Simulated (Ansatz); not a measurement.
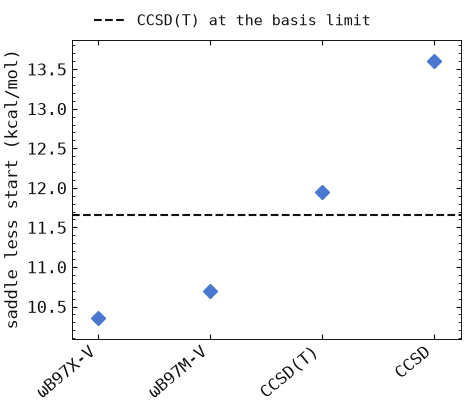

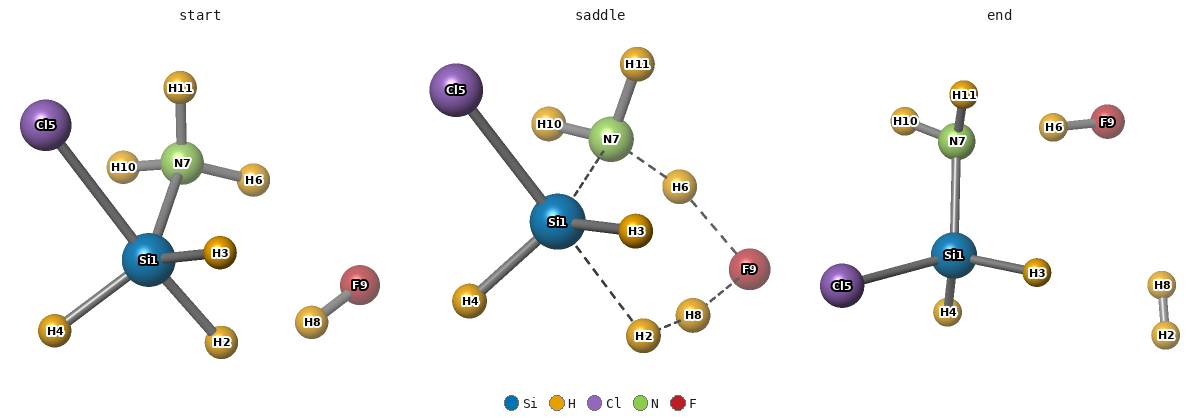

Height of the saddle over the start in one step of SiNH₇ClF at several levels. In the step H2–H8 (1.38 → 0.92 → 0.75 Å) and H6–F9 (1.89 → 1.34 → 0.95 Å) form; Si1–H2 (1.58 → 1.84 → 3.73 Å), H6–N7 (1.02 → 1.12 → 1.71 Å) and H8–F9 (0.96 → 1.26 → 2.51 Å) break; Si1–N7 (1.93 → 1.85 → 1.74 Å) shortens (lengths at start, saddle and end; changes of bond order aren't listed). Electronic energies at PBE0-D4/def2-TZVP geometries, energies in def2-TZVPP, the Ansatz code 0.2.0; cores frozen in correlated methods, no zero-point terms. Start and end are the structures at the ends of the path (complexes, where there are several molecules). The line is the MP2 basis limit plus CCSD(T) less MP2 in triple zeta. The distance of CCSD(T) and CCSD to the limit includes basis error.

Which level comes closest to the line (CCSD(T) at the basis limit), and which misses most?

Answer. Closest CCSD(T) (11.9 kcal/mol), against 11.7 kcal/mol; farthest CCSD (13.6 kcal/mol).

What range do the values span, the line included?

Answer. From 10.4 kcal/mol (ωB97X-V) to 13.6 kcal/mol (CCSD).
